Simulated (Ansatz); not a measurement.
**Convergence study of the plane-wave cutoff for As (R-3m, 2 atoms in the cell)**

```
As
1.0
    3.69877    -1.88940     0.00000
    3.69877     1.88940     0.00000
    2.73362     0.00000     3.12698
As
2
Direct
  0.23172   0.23172   0.23172
  0.77300   0.77300   0.77300
```

Computed with PBE (plane waves, PAW; Ansatz, an electronic-structure program).

Base settings: basis.ecutwfc = 420 eV; kpoints.mp_grid.grid = 9 9 9; hamiltonian.xc = pbe; hamiltonian.pseudopotentials = {kind: paw} (the program's default PAW files); scf.occupations.method = fermi_dirac; scf.occupations.width = 0.1 eV.

The second cell is the first with its lattice scaled by 0.98.

The mesh stays at the base's, so the ladder's end is converged at best in this setting alone.

The first pressure column holds Ansatz's estimate of the finite-basis (Pulay) stress, which hides part of the cutoff error; the other is without it.

Only quantities that move along the ladder and can be compared are tabulated.

The count of work is k-points × plane waves × bands × iterations; it is no time. 

The starting cell has typed, rounded lattice constants, without a prior relaxation at this level. Its lattice was rescaled by up to half a per cent. One atom was moved a little off its site on purpose.

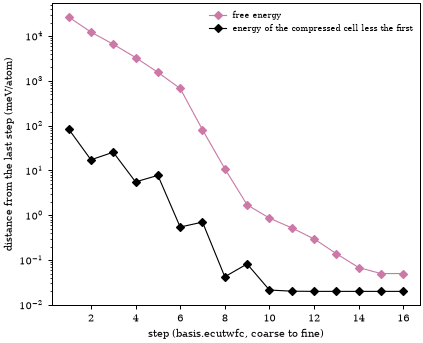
*Distance from the last step along the ladder; very small values are drawn at a floor.*

| basis.ecutwfc | free energy less the last step's (meV/atom) | energy of the compressed cell less the first (meV/atom) | pressure (GPa) | pressure without the Pulay estimate (GPa) | largest difference of a force vector from the last step's (eV/Å) | count of work / last |
|---|---|---|---|---|---|---|
| 145 eV | 26547.76 | 110.11 | 13.61 | -593.51 | 0.189 | 0.062 |
| 170 eV | 12258.08 | 8.81 | -2.03 | -313.73 | 0.155 | 0.075 |
| 190 eV | 6559.75 | 0.59 | 0.43 | -197.61 | 0.209 | 0.10 |
| 210 eV | 3312.95 | 20.55 | 1.96 | -120.70 | 0.052 | 0.093 |
| 230 eV | 1545.97 | 33.87 | 1.71 | -68.11 | 0.024 | 0.10 |
| 250 eV | 675.65 | 25.56 | 0.48 | -35.07 | 0.110 | 0.12 |
| 295 eV | 80.72 | 25.40 | 0.77 | -4.99 | 0.011 | 0.16 |
| 335 eV | 10.95 | 26.15 | 0.89 | -0.01 | 0.006 | 0.19 |
| 380 eV | 1.71 | 26.19 | 0.87 | 0.79 | 0.001 | 0.23 |
| 420 eV | 0.86 | 26.12 | 0.86 | 0.84 | 0.000 | 0.27 |
| 460 eV | 0.52 | 26.12 | 0.87 | 0.85 | 0.000 | 0.31 |
| 505 eV | 0.30 | 26.12 | 0.87 | 0.86 | 0.000 | 0.35 |
| 565 eV | 0.14 | 26.12 | 0.86 | 0.86 | 0.000 | 0.42 |
| 630 eV | 0.07 | 26.11 | 0.86 | 0.86 | 0.000 | 0.49 |
| 735 eV | 0.03 | 26.10 | 0.86 | 0.86 | 0.000 | 0.61 |
| 840 eV | 0.02 | 26.10 | 0.86 | 0.86 | 0.000 | 0.75 |
| 1010 eV | 0.00 | 26.10 | 0.86 | 0.86 | 0.000 | 1.0 |

Coarsest basis.ecutwfc that holds the pressure without the Pulay estimate within 0.2 GPa of the last step, with all finer ones: 380 eV, at 0.23 of the last step's count of work; the step before is off by 0.87 GPa.

Coarsest basis.ecutwfc that holds the forces within 0.02 eV/Å of the last step, with all finer ones: 295 eV, at 0.16 of the last step's count of work; the step before is off by 0.11 eV/Å.

Coarsest basis.ecutwfc that holds the pressure within 0.5 GPa of the last step, with all finer ones: 250 eV, at 0.12 of the last step's count of work; the step before is off by 0.85 GPa.

The energy difference between the two cells stays within 1 meV/atom of the last step's from 250 eV on, the total only from 420 eV on: much of the error is common to both cells and cancels.

At the lowest cutoff the pressure without the Pulay estimate lies 594 GPa under the last step's, the usual sign of Pulay stress in an incomplete plane-wave basis.

Keys are those of Ansatz 0.2.
